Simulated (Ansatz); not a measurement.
## Electronic structure of CH₄Ga₂ in real space

Input

```
crystal:
  periodic: [false, false, false]
  atoms:
    - {symbol: C, position_ang: [0.342402, -1.266712, -0.512040]}
    - {symbol: Ga, position_ang: [1.748458, -0.836867, -1.895847]}
    - {symbol: Ga, position_ang: [2.593373, 0.485963, -4.016992]}
    - {symbol: H, position_ang: [0.693952, -2.031674, 0.208378]}
    - {symbol: H, position_ang: [0.072157, -0.343736, 0.043679]}
    - {symbol: H, position_ang: [-0.575481, -1.638098, -1.015348]}
    - {symbol: H, position_ang: [0.939505, 0.494932, -3.038455]}
basis:
  gaussian:
    orbitals: def2-TZVPD
hamiltonian:
  xc: pbe0
output: {forces: true, orbitals: {seedname: orbitals}}
```

Command:

```sh
ansatz run input.yaml --threads 2 --pin off --max-ram 4350MiB --events-out events.jsonl --progress --plain --runs-dir runs
```

Geometry: PBE-D3(BJ)/def2-SVP.

Theory: Ansatz 0.2.0, isolated molecule in a Gaussian basis; Kohn-Sham density functional theory, functional PBE0.

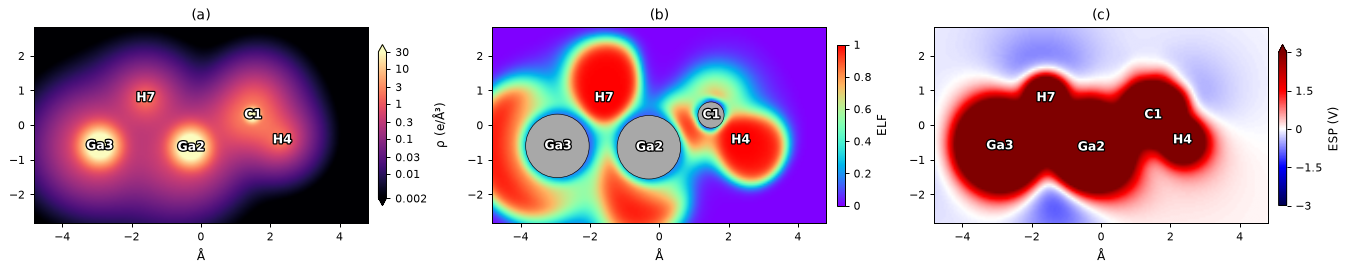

Figure 1. (a) total electron density; (b) ELF; (c) electrostatic potential on the plane of atoms Ga2, Ga3 and H7. Grey discs cover the atomic cores in the ELF map.

**Describe what can be read from this map.**

- Atoms in the plane: C, Ga and H.
- C–Ga (2.02 Å): ρ is about 0.72 e/Å³ halfway; the ELF peaks at about 0.90 in the valence shell of C, 0.7 Å from its nucleus, and is about 0.60 at the midpoint.
- Ga–Ga (2.64 Å): ρ is about 0.3 e/Å³ halfway; the ELF reaches about 0.50 near the midpoint.
- C–H (1.11 Å): ρ at the midpoint is about 1.9 e/Å³; the ELF climbs to about 1 towards the hydrogen, as it does in any bond to H: an ordinary covalent bond to hydrogen.
- Ga–H (1.92 Å): ρ at the midpoint is about 0.43 e/Å³; the ELF climbs to about 1 towards the hydrogen.
- Outside the dense part of the molecule the potential is most negative (−0.9 V) near H7.

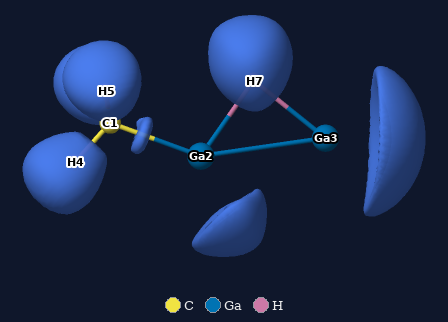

Figure 2. Isosurface of the ELF at 0.85 (blue), seen at a tilt. Core shells and regions of very low density are left out.

**Identify the bonds, lone pairs and shells in this picture.**

The surface consists of four regions around hydrogen nuclei, one lobe of the valence shell of C pointing towards Ga (polar bonds) and two lobes on Ga, pointing away from the bonds (lone pairs).

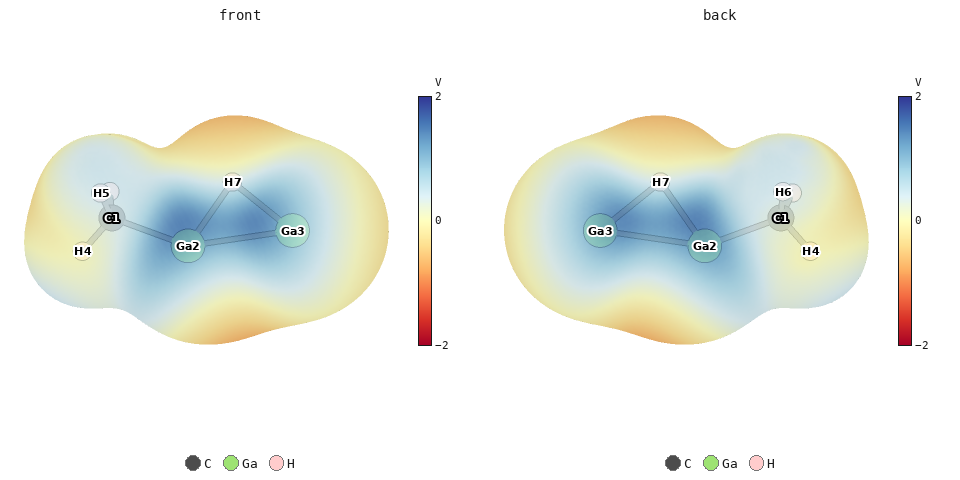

Figure 3. The electrostatic potential painted on the density surface at 0.001 e/bohr³, seen from the front and from behind; the colour scale runs from red (negative) to blue (positive).

**Which sites attract a positive test charge, and which a negative one?**

A positive charge is drawn to the negative regions and a negative charge to the positive ones. The most negative region (about −0.7 V) lies over H7, the most positive (about +1.5 V) over Ga2 and Ga3.

**What dipole moment does the calculation give?**

Its dipole moment is 0.42 D.

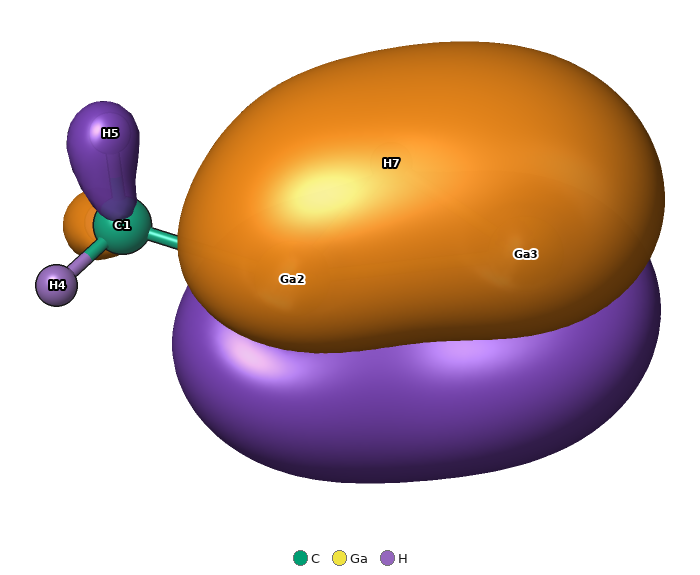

Figure 4. The LUMO at ±0.06 Å⁻³ᐟ² (orange and purple are the two phases), seen at a tilt.

**What is the character of this orbital?**

It lies mainly on Ga3 (about 50 %) and Ga2 (about 40 %); π-bonding across Ga3–Ga2. Its energy is −2.49 eV.
